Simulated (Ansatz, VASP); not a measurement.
## Cross-check of AlN between VASP and Ansatz

One calculation is typed for both programs; each brings its own data sets and cutoff. How far apart do they land? The cell comes out of the VASP series on this material, whose earlier steps may have relaxed, scaled or displaced it; both programs get it as it stands.

Main program and level: Ansatz 0.2.0; plane waves, with VASP 6.6.1 beside it; band structure at r2SCAN and single point at r2SCAN.

## Step 1: The structure

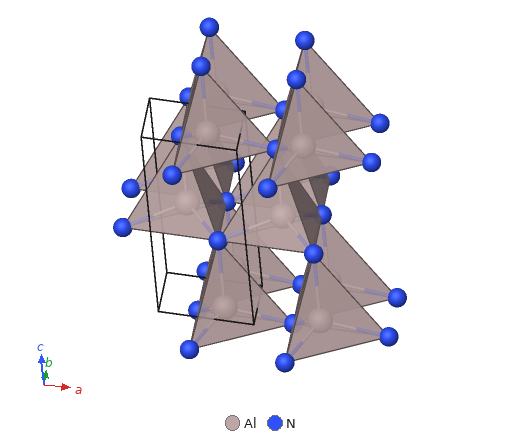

Start, viewed slightly off an axis; aluminium light grey, nitrogen blue. 2×2×1 cells are drawn. Some periodic images of atoms are drawn too.

Structure file:

```cif
data_structure
_symmetry_space_group_name_H-M 'P6_3mc'
_symmetry_Int_Tables_number 186
_cell_length_a 3.1057
_cell_length_b 3.1057
_cell_length_c 4.9739
_cell_angle_alpha 90.000
_cell_angle_beta 90.000
_cell_angle_gamma 120.000
_cell_volume 41.55
loop_
_atom_site_label
_atom_site_type_symbol
_atom_site_symmetry_multiplicity
_atom_site_Wyckoff_symbol
_atom_site_fract_x
_atom_site_fract_y
_atom_site_fract_z
_atom_site_occupancy
Al1 Al 2 b 0.66667 0.33333 0.00007 1
N1 N 2 b 0.66667 0.33333 0.38193 1
```

## Step 2: VASP: band structure, r2SCAN

Levels along a path test the potential and the projectors away from the mesh points.

Lines of VASP's logs that name or quote its potential files are left out, and so is its time.

File INCAR:

```
SYSTEM = AlN
PREC = Accurate
ENCUT = 520
EDIFF = 1E-06
NELM = 100
ISMEAR = 0
SIGMA = 0.05
LREAL = .FALSE.
ALGO = Normal
METAGGA = R2SCAN
LASPH = .TRUE.
NBANDS = 22
LORBIT = 11
LWAVE = .FALSE.
LCHARG = .FALSE.
KPAR = 4
```

File POSCAR:

```
AlN
1.0
    3.1057024824      0.0000000000      0.0000000000
   -1.5528512412      2.6896172464      0.0000000000
    0.0000000000      0.0000000000      4.9738875170
Al N
2 2
Direct
    0.6666666667      0.3333333333      0.0000683508
    0.3333333333      0.6666666667      0.5000683508
    0.6666666667      0.3333333333      0.3819316492
    0.3333333333      0.6666666667      0.8819316492
```

File KPOINTS:

```
Automatic mesh
0
Gamma
8 8 5
0 0 0
```

File KPOINTS_OPT:

```
Line mode
16
Line-mode
Reciprocal
  0.00000000   0.00000000   0.00000000 GAMMA
  0.50000000   0.00000000   0.00000000 M

  0.50000000   0.00000000   0.00000000 M
  0.33333333   0.33333333   0.00000000 K

  0.33333333   0.33333333   0.00000000 K
  0.00000000   0.00000000   0.00000000 GAMMA

  0.00000000   0.00000000   0.00000000 GAMMA
  0.00000000   0.00000000   0.50000000 A

  0.00000000   0.00000000   0.50000000 A
  0.50000000   0.00000000   0.50000000 L

  0.50000000   0.00000000   0.50000000 L
  0.33333333   0.33333333   0.50000000 H

  0.33333333   0.33333333   0.50000000 H
  0.00000000   0.00000000   0.50000000 A

  0.50000000   0.00000000   0.50000000 L
  0.50000000   0.00000000   0.00000000 M

  0.33333333   0.33333333   0.00000000 K
  0.33333333   0.33333333   0.50000000 H
```

PAW data sets: Al and N (PBE family, release 64).

The run is started by

```sh
mpirun -np 4 vasp_std
```

Numbers of over 12 decimals in the logs are rounded to 6 here.

Log:

```text
[banner, memory and clock lines left out]
running    4 mpi-ranks, on    1 nodes
 distrk:  each k-point on    1 cores,    4 groups
 distr:  one band on    1 cores,    1 groups

 POSCAR found type information on POSCAR AlN
 POSCAR found :  2 types and       4 ions
|                                                                             |
|               ----> ADVICE to this user running VASP <----                  |
|                                                                             |
|     You enforced a specific xc type in the INCAR file but a different       |
|     [... a line on the potential file left out ...]
|     I HOPE YOU KNOW WHAT YOU ARE DOING!                                     |
|                                                                             |

 LDA part: xc-table for (None), standard interpolation
 POSCAR, INCAR and KPOINTS ok, starting setup
 FFT: planning ... GRIDC
 FFT: planning ... GRID_SOFT
 FFT: planning ... GRID
 WAVECAR not read
 entering main loop
       N       E                     dE             d eps       ncg     rms          rms(c)
DAV:   1     0.265369260911E+02    0.26537E+02   -0.72527E+03  1320   0.678E+02
DAV:   2    -0.440448001014E+02   -0.70582E+02   -0.66259E+02  1652   0.165E+02
DAV:   3    -0.471002273466E+02   -0.30554E+01   -0.30374E+01  1668   0.315E+01
DAV:   4    -0.471199224174E+02   -0.19695E-01   -0.19693E-01  1536   0.279E+00
DAV:   5    -0.471202144274E+02   -0.29201E-03   -0.29201E-03  1656   0.344E-01    0.126E+01
DAV:   6    -0.381426271174E+02    0.89776E+01   -0.56403E+00  1572   0.148E+01    0.510E+00
DAV:   7    -0.384175134251E+02   -0.27489E+00   -0.11081E+00  1590   0.549E+00    0.338E+00
DAV:   8    -0.384643819685E+02   -0.46869E-01   -0.58412E-02  1374   0.195E+00    0.996E-01
DAV:   9    -0.384558527517E+02    0.85292E-02   -0.12996E-02  1628   0.821E-01    0.204E-01
DAV:  10    -0.384563495319E+02   -0.49678E-03   -0.16957E-03  1524   0.223E-01    0.793E-02
DAV:  11    -0.384563105884E+02    0.38943E-04   -0.37652E-05  1644   0.434E-02    0.253E-02
DAV:  12    -0.384563158106E+02   -0.52221E-05   -0.29602E-06  1488   0.105E-02    0.321E-02
DAV:  13    -0.384563086960E+02    0.71146E-05   -0.50735E-06  1518   0.162E-02    0.892E-03
DAV:  14    -0.384563075515E+02    0.11445E-05   -0.52431E-07   828   0.462E-03    0.642E-03
DAV:  15    -0.384563075356E+02    0.15906E-07   -0.77152E-08   780   0.232E-03
   1 F= -.38456308E+02 E0= -.38456308E+02  d E =-.484506E-14
 Start KPOINTS_OPT (optional k-point list driver)
k-point batch [1-30\144]
       N       E                     dE             ncg
DAV:   1     0.217966101632E+04   -0.12133E+05     1320
DAV:   2     0.296551266117E+03   -0.18831E+04     1648
DAV:   3     0.218866443768E+03   -0.77685E+02     1644
DAV:   4     0.218338903531E+03   -0.52754E+00     1524
DAV:   5     0.218329930286E+03   -0.89732E-02     1652
DAV:   6     0.218329722417E+03   -0.20787E-03     1500
DAV:   7     0.218329716973E+03   -0.54443E-05     1650
DAV:   8     0.218329716830E+03   -0.14243E-06     1166
[...]
k-point batch [121-144\144]
       N       E                     dE             ncg
DAV:   1     0.515285711499E+04   -0.14586E+05     1056
DAV:   2     0.374039031715E+04   -0.14125E+04     1368
DAV:   3     0.368601702124E+04   -0.54373E+02     1352
DAV:   4     0.368561129366E+04   -0.40573E+00     1212
DAV:   5     0.368560402140E+04   -0.72723E-02     1314
DAV:   6     0.368560385049E+04   -0.17091E-03     1214
DAV:   7     0.368560384600E+04   -0.44943E-05     1308
DAV:   8     0.368560384589E+04   -0.10394E-06      916
```

OUTCAR, selected parts (step 2):

```text
ion  position               nearest neighbor table
   1  0.667  0.333  0.000-   4 1.89   4 1.89   4 1.89   3 1.90   2 3.07   2 3.07   2 3.07   2 3.07
                             2 3.07   2 3.07
   2  0.333  0.667  0.500-   3 1.89   3 1.89   3 1.89   4 1.90   1 3.07   1 3.07   1 3.07   1 3.07
                             1 3.07   1 3.07
   3  0.667  0.333  0.382-   2 1.89   2 1.89   2 1.89   1 1.90
   4  0.333  0.667  0.882-   1 1.89   1 1.89   1 1.89   2 1.90

  LATTYP: Found a hexagonal cell.
 ALAT       =     3.1057024824
 C/A-ratio  =     1.6015338060

 Subroutine GETGRP returns: Found 12 space group operations
 (whereof  6 operations were pure point group operations)

The static configuration has the point symmetry C_3v.
 The point group associated with its full space group is C_6v.

 Found     30 irreducible k-points:

   k-points           NKPTS =     30   k-points in BZ     NKDIM =     30   number of bands    NBANDS=     22

   dimension x,y,z NGX =    24 NGY =   24 NGZ =   40
   dimension x,y,z NGXF=    48 NGYF=   48 NGZF=   80

   ENCUT  =  520.0 eV  38.22 Ry    6.18 a.u.   5.77  5.77  9.25*2*pi/ulx,y,z

   NELECT =      16.0000    total number of electrons

 k-points in reciprocal lattice and weights: Automatic mesh
   0.00000000  0.00000000  0.00000000       0.003
   0.12500000 -0.00000000  0.00000000       0.019
   0.25000000 -0.00000000  0.00000000       0.019
   0.37500000 -0.00000000  0.00000000       0.019
   0.50000000 -0.00000000  0.00000000       0.009
   0.12500000  0.12500000  0.00000000       0.019
   0.25000000  0.12500000  0.00000000       0.038
   0.37500000  0.12500000  0.00000000       0.038
   0.25000000  0.25000000  0.00000000       0.019
[...]
0.25000000  0.25000000  0.40000000       0.038
   0.37500000  0.25000000  0.40000000       0.038

 average (electrostatic) potential at core
       1 -74.4981       2 -74.4981       3 -62.7121       4 -62.7121

 E-fermi :   6.1823

 k-point     1 :       0.0000    0.0000    0.0000
  band No.  band energies     occupation
    ...
      4       5.0434      2.00000
      5       5.0434      2.00000
      6       5.7064      2.00000
      7       5.7064      2.00000
      8       5.9393      2.00000
      9      10.8687      0.00000
     10      13.4825      0.00000
     11      17.5691      0.00000
     12      17.9832      0.00000
     13      17.9832      0.00000
    ...

 k-point     2 :       0.1250   -0.0000    0.0000
  band No.  band energies     occupation
    ...
      4       4.1775      2.00000
      5       4.7961      2.00000
      6       4.8940      2.00000
      7       5.6693      2.00000
      8       5.8461      2.00000
      9      11.7000      0.00000
     10      14.2286      0.00000
     11      16.6118      0.00000
     12      16.9119      0.00000
     13      18.5847      0.00000
    ...

 k-point     3 :       0.2500   -0.0000    0.0000
  band No.  band energies     occupation
    ...
      4       2.4380      2.00000
      5       3.4435      2.00000
      6       4.3218      2.00000
      7       5.4952      2.00000
      8       5.5037      2.00000
      9      12.8870      0.00000
     10      14.3418      0.00000
     11      14.8479      0.00000
     12      16.9690      0.00000
     13      18.4452      0.00000
    ...

  Total       -0.0209006     -0.0209006     -0.0014657      0.0000000      0.0000000     -0.0000000
  in kB       -0.8059758     -0.8059758     -0.0565220      0.0000000      0.0000000     -0.0000000
  external PRESSURE =      -0.5561579 kB  Pullay stress =       0.0000000 kB

  energy-cutoff  :      520.00
  volume of cell :       41.55
      direct lattice vectors                 reciprocal lattice vectors
     3.105702482  0.000000000  0.000000000     0.321988344  0.185900057  0.000000000
    -1.552851241  2.689617246  0.000000000     0.000000000  0.371800114  0.000000000
     0.000000000  0.000000000  4.973887517     0.000000000  0.000000000  0.201049983

 POSITION                                       TOTAL-FORCE (eV/Angst)
 -----------------------------------------------------------------------------------
      1.55285      0.89654      0.00034        -0.000000      0.000000      0.007251
     -0.00000      1.79308      2.48728         0.000000     -0.000000      0.007251
      1.55285      0.89654      1.89969         0.000000     -0.000000     -0.007251
     -0.00000      1.79308      4.38663        -0.000000     -0.000000     -0.007251
 -----------------------------------------------------------------------------------
    total drift:                               -0.000000     -0.000000     -0.018505

  FREE ENERGIE OF THE ION-ELECTRON SYSTEM (eV)
  ---------------------------------------------------
  free  energy   TOTEN  =       -38.4563075356 eV

  energy  without entropy=      -38.4563075356  energy(sigma->0) =      -38.45630754

 total charge
# of ion       s       p       d       tot
------------------------------------------
    1        0.368   0.451   0.000   0.818
    2        0.368   0.451   0.000   0.818
    3        1.230   2.674   0.000   3.905
    4        1.230   2.674   0.000   3.905
--------------------------------------------------
tot          3.196   6.250   0.000   9.446

[... 3 further parts left out ...]
```

The run ends at a pressure of -0.06 GPa, with forces up to 0.0073 eV/Å.

## Step 3: Ansatz: band structure, r2SCAN

Ansatz runs on its default PAW (the set named soft_2) files.

The same cell, functional, mesh and smearing now go to Ansatz, which takes its cutoff from its data sets.

File input.yaml:

```yaml
crystal:
  lattice:
    - [3.1057024824, 0.0, 0.0]
    - [-1.5528512412, 2.6896172464, 0.0]
    - [0.0, 0.0, 4.973887517]
  atoms:
    - { symbol: Al, position: [0.6666666667, 0.3333333333, 6.83508e-05] }
    - { symbol: Al, position: [0.3333333333, 0.6666666667, 0.5000683508] }
    - { symbol: "N", position: [0.6666666667, 0.3333333333, 0.3819316492] }
    - { symbol: "N", position: [0.3333333333, 0.6666666667, 0.8819316492] }
hamiltonian:
  xc: r2scan
  pseudopotentials: { kind: paw }
kpoints:
  mp_grid: { grid: [8, 8, 5] }
  band_path:
    path:
      - [0.0, 0.0, 0.0]
      - [0.13333, 0.0, 0.0]
      - [0.3, 0.0, 0.0]
      - [0.46667, 0.0, 0.0]
      - [0.46667, 0.06667, 0.0]
      - [0.41111, 0.17778, 0.0]
      - [0.35556, 0.28889, 0.0]
      - [0.28889, 0.28889, 0.0]
      - [0.17778, 0.17778, 0.0]
      - [0.06667, 0.06667, 0.0]
      - [0.0, 0.0, 0.03333]
      - [0.0, 0.0, 0.2]
      - [0.0, 0.0, 0.36667]
      - [0.0, 0.0, 0.5]
      - [0.16667, 0.0, 0.5]
      - [0.3, 0.0, 0.5]
      - [0.46667, 0.0, 0.5]
      - [0.46667, 0.06667, 0.5]
      - [0.41111, 0.17778, 0.5]
      - [0.35556, 0.28889, 0.5]
      - [0.28889, 0.28889, 0.5]
      - [0.17778, 0.17778, 0.5]
      - [0.06667, 0.06667, 0.5]
      - [0.5, 0.0, 0.46667]
      - [0.5, 0.0, 0.3]
      - [0.5, 0.0, 0.13333]
      - [0.33333, 0.33333, 0.0]
      - [0.33333, 0.33333, 0.16667]
      - [0.33333, 0.33333, 0.33333]
      - [0.33333, 0.33333, 0.5]
    npoints: 1
scf:
  occupations: { method: gaussian, width: 0.05 }
  n_extra_bands: 8
output:
  forces: true
  stress: true
  eigenvalues: true
```

The run is started by

```sh
ansatz run input.yaml --threads 2 --pin off --max-ram 4608MiB --backend cpu --events-out ev --progress --plain --runs-dir out
```

Log:

```text
scf.n_extra_bands = 8 over 8 filled bands (N_el = 16.0): the run solves 16 bands
Engine: ansatz 0.2.0, aarch64-unknown-linux-gnu
Pseudopotentials: kind: paw
Pseudopotential: Al, paw, valence charge 3, recommended cutoff 500 eV (meta_gga), Al.paw.azcp
Pseudopotential: N, paw, valence charge 5, recommended cutoff 500 eV (meta_gga), N.paw.azcp
Functional definition: r2SCAN
  parameter k0 = 0.174
  parameter k1 = 0.065
  parameter a1 = 4.9479
  exchange = r2scan_x(k0 = k0, k1 = k1, a1 = a1)
  correlation = r2scan_c
Crystal: 4 atoms, lattice volume = 41.548 Å³
Basis set: ecut = 500 eV, 1087 PW (Γ), exchange–correlation on 96×96×160 points (64 copies of the dense FFT grid, shifted against one another)
Bands: 16, of which v1, the nominal top of the filled ones, is band 8 counted from 1 (7 counted from 0)
Symmetry: 12 space group operations
Space group: P63mc (ITA 186), of the structure as read, at distance tolerance 3.5e-5 Å
k-points: 30 of 320 (time reversal used)
Non-local potential: Al, projectors of the file, l = 0: 2, l = 1: 2, l = 2: 1
Non-local potential: N, projectors of the file, l = 0: 2, l = 1: 2, l = 2: 1
PAW form: soft (Blöchl's): semilocal exchange-correlation on the pseudo side does not see the compensation charge
PAW frozen core: Al, regenerated for the run's functional (the file was generated under x = pbe(κ = 0.804, μ = 0.219515), c = pbe(β = 0.066725))
PAW frozen core: N, regenerated for the run's functional (the file was generated under x = pbe(κ = 0.804, μ = 0.219515), c = pbe(β = 0.066725))
PAW one-centre angular grid: Al, 302 points (default); XC on 160 Gauss nodes
PAW one-centre angular grid: N, 302 points (default); XC on 160 Gauss nodes
Initial density: superposition of atomic densities (neutral atoms: chi_scale 0, normalization atom), corrected by the library's trained network
Initial wavefunctions: pseudopotential atomic-orbital guess
Functional: x = r2scan, c = r2scan; τ floored in thin density (d = 2e-4 eV/Å³)
SCF iter   1: F=—  HF=-1856.827607 eV  |F-HF|=—  |Δ(HF+E_count)|=         —  Δρ=6.55e-3  dr2=1.75e-2  dr2_τ=3.15e-1  ethr=1.77e-3  ⟨swp⟩=5.7  Hψ=2886  notcnv=0  defer=4
preconditioner: auto → none  [insulator: Δε(μ)=4.790 eV  Ē_g=16.604 eV  σ=0.050 eV  W_gap=1.00  n_scr=2 (ndim 8)  ℏωp=23.0 eV  f_vac=0.000  D(μ)=0.00/eV (n_scr^D=0)  ε∞_Penn≈2.9]
SCF iter   2: F=—  HF=-1856.970593 eV  |F-HF|=—  |Δ(HF+E_count)|=   1.43e-1  Δρ=4.50e-3  dr2=3.80e-3  dr2_τ=2.87e-4  ethr=1.09e-4  ⟨swp⟩=2.4  Hψ=1136  notcnv=0  defer=81
SCF iter   3: F=—  HF=-1856.970267 eV  |F-HF|=—  |Δ(HF+E_count)|=   3.26e-4  Δρ=6.60e-4  dr2=1.33e-4  dr2_τ=5.76e-5  ethr=2.38e-5  ⟨swp⟩=1.3  Hψ=413  notcnv=0  defer=81
SCF iter   4: F=—  HF=-1856.970255 eV  |F-HF|=—  |Δ(HF+E_count)|=   1.14e-5  Δρ=1.83e-4  dr2=1.45e-5  dr2_τ=8.62e-7  ethr=8.29e-7  ⟨swp⟩=2.2  Hψ=602  notcnv=0  defer=81
SCF iter   5: F=—  HF=-1856.970253 eV  |F-HF|=—  |Δ(HF+E_count)|=   2.58e-6  Δρ=4.72e-5  dr2=1.09e-6  dr2_τ=1.09e-7  ethr=9.09e-8  ⟨swp⟩=2.0  Hψ=621  notcnv=0  defer=81
SCF iter   6: F=—  HF=-1856.970253 eV  |F-HF|=—  |Δ(HF+E_count)|=   9.17e-9  Δρ=2.20e-5  dr2=2.39e-7  dr2_τ=4.39e-9  ethr=6.25e-10  ⟨swp⟩=8.5  Hψ=2638  notcnv=0
SCF iter   7: F=-1856.970253 eV  HF=-1856.970253 eV  |F-HF|=1.01e-8  |Δ(HF+E_count)|=   2.50e-8  Δρ=6.22e-6  dr2=1.89e-8  dr2_τ=4.27e-10  ethr=6.25e-10  ⟨swp⟩=4.0  Hψ=1253  notcnv=0
SCF 1 converged in 7 iterations: F = -1856.970253 eV  dr2 = 1.89e-8
  greatest PAW one-centre occupation: 0.794 electrons in one spin orbital (limit 2), on the N atom at site 3 (counted from 0), in its partial waves of l = 0
NSCF: frozen V_eff on 30 k-points
SCF converged after 7 iterations
Free energy (F): -1856.970253 eV
Harris-Foulkes:  -1856.970253 eV  (|F-HF|=1.01e-8)
Internal energy: -1856.970253 eV  (E = F + TS)
E sigma→0 (E₀):  -1856.970253 eV
Fermi energy:    9.396105 eV
--- Per-component energies (eV) ---
  E_band       = 23.362021
  E_kinetic    = 321.512559
  E_local      = -448.423406  (includes V_loc(G=0)·N_el)
  E_nonlocal   = 108.552696
  E_hartree    = 157.274351
  E_xc         = -197.867996
  E_vxc        = -238.546857  (∫ρ·V_xc dr)
  E_paw        = -1204.958080  (= ΣΔE_a)
  E_vpaw       = -47.082798  (= ΣTr[D̂ρ^β])
  E_aug_tail   = 0.000040  (compensation charges beyond the density's cutoff)
  E_vtau       = 12.804172  (kinetic-family band-sum trace: ∫τ·v_τ [+ j·A + Jᵃ·Aᵃ] dr)
  E_ewald      = -592.881073
  E_core_change = -0.179345  (= ΣΔE_core)
  E_smearing   = -0.000000  (= −TS)
  E_closure    = -0.000000  (closes the sum)
  Σ components = -1856.970253   (vs F -1856.970253, Δ=0.00e0)
--- Forces (eV/Å), atoms counted from 1 ---
  atom   1  Al     0.00000000    -0.00000000     0.00855092
  atom   2  Al     0.00000000     0.00000000     0.00855092
  atom   3  N     -0.00000000     0.00000000    -0.00853442
  atom   4  N     -0.00000000     0.00000000    -0.00853442
  max |Σ_I F_I| component: 3.30e-5 eV/Å
--- Stress (GPa, compression-positive) ---
        0.307069       0.000000      -0.000000
        0.000000       0.307069       0.000000
       -0.000000       0.000000       0.364588
  P = ⅓ Tr σ = 0.3262 GPa (3.262 kbar)
--- Band table (eV; the first three rows and the last of 30) ---
  k-point 0: bands = [... 4 lower, 6.0546, 6.7193, 6.7193, 6.9517, 11.8405, 14.4817, 18.5658, 19.0036, ... 4 higher]
  k-point 1: bands = [... 4 lower, 6.1148, 6.1253, 6.6525, 6.6525, 12.5162, 14.5599, 18.3154, 18.9578, ... 4 higher]
  k-point 2: bands = [... 4 lower, 6.2756, 6.2756, 6.4810, 6.4810, 13.7081, 14.4861, 18.0858, 18.7191, ... 4 higher]
  k-point 29: bands = [... 4 lower, 3.1267, 3.7229, 5.8510, 6.1040, 14.1325, 14.9943, 16.1310, 16.4337, ... 4 higher]
```

Wall time 6.8 s (2 threads of Arm Neoverse N1, shared host); peak memory 0.38 GiB; 13 s of CPU time.

The column dr2 measures how far the density is from self-consistency, as an energy; F and HF (Harris–Foulkes) agree once it is small.

## Step 4: Side by side

Known differences besides the PAW data sets themselves: VASP keeps PBE cores, Ansatz makes them for the functional; the cutoff is 500 eV in Ansatz and 520 eV in VASP. Total energies have different zeros and are not compared.

The two programs side by side:

```tsv
quantity	Ansatz	VASP	difference
pressure (GPa)	0.33	-0.06	+0.38
gap over the path points (eV)	4.889	4.929	-0.041
```

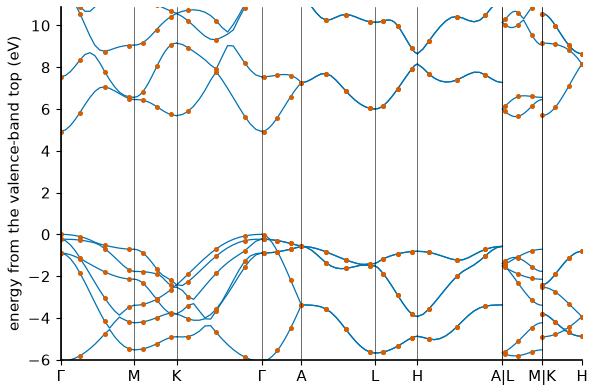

Bands from VASP (lines) and levels from Ansatz (dots). Dots without a line are higher empty bands that the VASP plot leaves out.

Levels at points of the path, from each program's valence-band top (eV; 4 filled, then empty):

```tsv
k (reciprocal lattice)	Ansatz	VASP
0.000 0.000 0.000	-0.90 -0.23 -0.23 0.00 4.89 7.53 11.61	-0.90 -0.23 -0.23 0.00 4.93 7.54 11.63
0.133 0.000 0.000	-1.17 -1.14 -0.28 -0.11 5.82 8.35 10.54	-1.17 -1.14 -0.28 -0.11 5.85 8.36 10.55
0.300 0.000 0.000	-3.05 -1.80 -0.69 -0.52 7.05 7.79 8.76	-3.05 -1.79 -0.68 -0.52 7.06 7.79 8.77
0.467 0.000 0.000	-3.47 -2.14 -1.71 -0.71 6.50 6.59 9.03	-3.47 -2.14 -1.71 -0.71 6.49 6.58 9.05
0.467 0.067 0.000	-3.35 -2.33 -1.79 -0.88 6.42 6.83 9.16	-3.35 -2.33 -1.79 -0.88 6.42 6.82 9.18
0.411 0.178 0.000	-3.15 -3.09 -1.90 -1.66 6.12 8.04 9.80	-3.15 -3.09 -1.90 -1.65 6.11 8.04 9.81
0.356 0.289 0.000	-3.77 -2.64 -2.44 -2.20 5.74 9.06 10.42	-3.77 -2.64 -2.44 -2.20 5.73 9.07 10.43
0.289 0.289 0.000	-3.41 -2.98 -2.27 -1.91 5.89 8.94 10.22	-3.41 -2.98 -2.27 -1.91 5.89 8.94 10.23
0.178 0.178 0.000	-3.58 -1.86 -1.04 -0.70 7.77 7.92 9.32	-3.58 -1.86 -1.04 -0.69 7.79 7.92 9.32
0.067 0.067 0.000	-1.29 -0.80 -0.30 -0.08 5.63 8.21 10.85	-1.29 -0.79 -0.30 -0.08 5.66 8.22 10.86
```

Among the levels compared (up to four filled and three empty ones at each point), filled levels agree within 4 meV and empty ones within 41 meV.

## Step 5: What moves the difference

An all-electron run, which needs no data sets, serves as referee.

```tsv
run	difference in gap over the path points (eV)
as above	-0.041
Ansatz's all-electron LAPW method	-0.014
```

(Part 1 of 2 ends here.)

[Lines on the potential files, build, host, timing and source positions are cut from VASP's logs without a mark.]

[Logs are printed without paths, hosts, clocks, repeated set-up lines and the standing remarks that a program may print on its own settings, such as how far it seeks lower states.]

[Hosts, paths, dates, database ids (printed as entryN), source tags and the programs' standing remarks are cut or masked in the printed files.]
